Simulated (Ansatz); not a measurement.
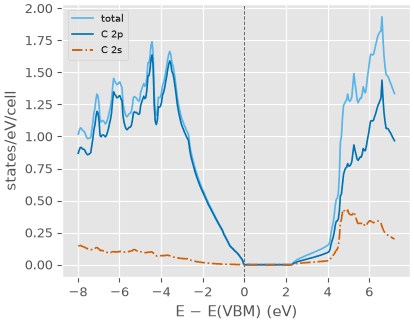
Figure. Total and projected density of states of C in space group I4/mmm (No. 139; C on 8h), plane-wave PAW LDA (Ansatz code)

**Question.** Which orbitals carry the states next to the gap?

**Answer.** Top 1 eV of the valence band: C 2p 98 %. Bottom 1 eV of the conduction band: C 2p 58 %, C 2s 23 %, outside the projected shells 19 %. Projections are on Löwdin-orthogonalised atomic valence shells; empty p or d shells of many metals are not among them.

**Question.** Where is the tallest occupied peak in this window, and what makes it?

**Answer.** Near -4.4 eV, about 1.7 states/eV per cell; the largest projected share is C 2p.

The start of the workflow was typed in or built on a structure type; the Crystallography Open Database copy checked does not list it. It is not the phase usual at ambient conditions (space group No. 194, 227). The cell was relaxed with LDA under the symmetry of its start; its stability against distortions is not shown here.

Potentials: the later of the program's two PAW sets.
